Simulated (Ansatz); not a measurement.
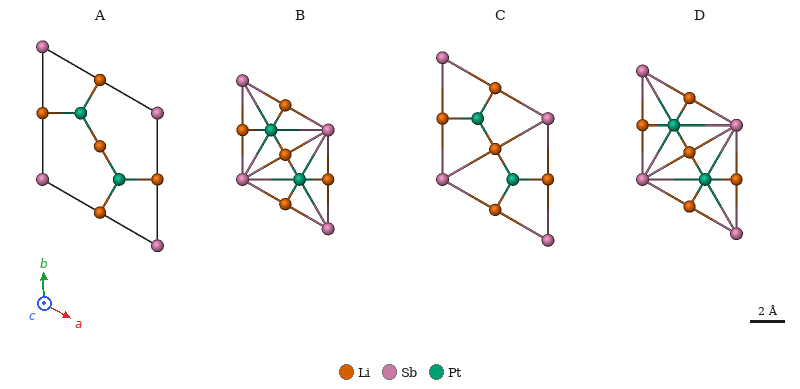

4 geometries from one relaxation of crystalline Li$_{4}$SbPt$_{2}$ (a generated structure, set up in P6/mmm) (coarse preliminary run), in shuffled order. Style: ball-and-stick. Shown: the cell of the calculation, along the c axis.

Computed with Ansatz 0.2.0, DFT PBE, scalar-relativistic, plane waves, PAW. Settings: plane-wave cutoff 420 eV; k-point mesh 3 × 3 × 4; occupations gaussian; smearing width 0.1 eV; no spin polarisation; cell and atoms relaxed; force threshold 0.04 eV/Å; at most 70 steps.

> Put them in the order of the run, from the start to the converged end.

B, D, C, A. They are steps 0, 2, 5, 11, at +1707 meV per atom, +701 meV per atom, +232 meV per atom relative to the last. No atom moves by more than 0.005 Å relative to the cell. Cell: a = b 5.856 → 7.864 Å (+34.3 %), c 4.215 → 5.319 Å (+26.2 %). Volume +127.5 %. Among the contacts that change: Pt–Sb 3.381 → 4.540 Å, Li–Sb 2.928 → 3.932 Å, Li–Pt 1.691 → 2.270 Å, Li–Sb 2.107 → 2.659 Å. Bonds break: Li–Sb (2.93 → 3.93 Å). The space group stays P6/mmm (No. 191). The energy falls by 1707 meV per atom in 9 accepted moves (11 points after the start). All forces vanish by symmetry, so only the cell relaxes. The pressure goes from 45.85 to 0.30 GPa. At 2 points the geometry stayed and the basis and grid were re-selected for the new cell (energy shift of 100 meV per atom at most each time). Cost: 58 s on 1 thread of Intel(R) Xeon(R) Platinum 8375C CPU @ 2.90GHz (Ice Lake) (shared host), peak memory 0.58 GiB.

Limits of the set-up: the k-point mesh is coarse for a cell with partly filled bands.
